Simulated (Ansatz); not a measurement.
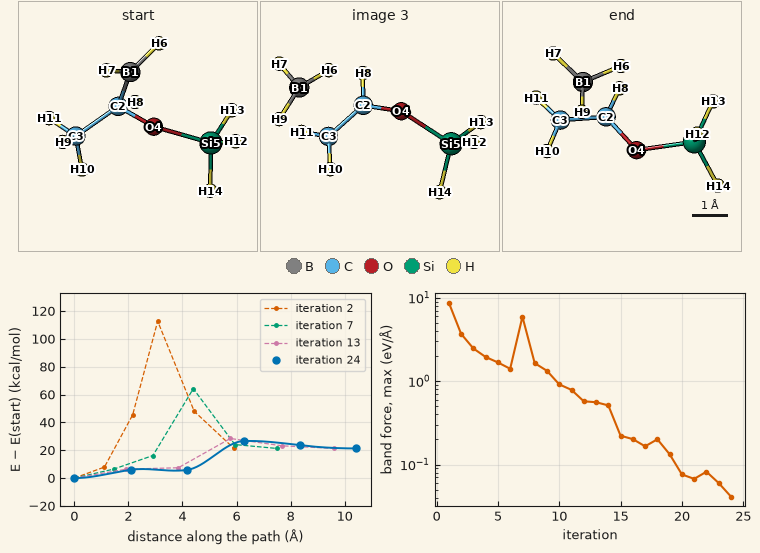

A search for the minimum-energy path of C2H9BOSi by the nudged elastic band. Images are numbered from 0 (start) to 5 (end). The plot follows the band through its iterations. Style: ball-and-stick. Shown at a tilt.

Method: Ansatz 0.2.0, RKS B3LYP-D4/6-31G. Run with 4 movable images; no climbing image; force threshold 0.05 eV/Å; iteration limit 47; starting path through a guess of the saddle point.

How did the profile develop, and is the result final?

The run is converged, with reservations. The band converged in 24 iterations. The largest component of the band force went from 8.7 to 0.041 eV/Å. No image climbed, so the highest image needn't lie on the saddle point, and the true maximum along this path can be higher. The first iteration put the highest image at 154.1 kcal/mol. The highest point, image 3, lies 26.6 kcal/mol above the start and 5.3 kcal/mol above the end; the end is at +21.3 kcal/mol relative to the start.

Cost: 5.7 min on 1 thread of Arm Neoverse V2 (shared host), peak memory 0.15 GiB.
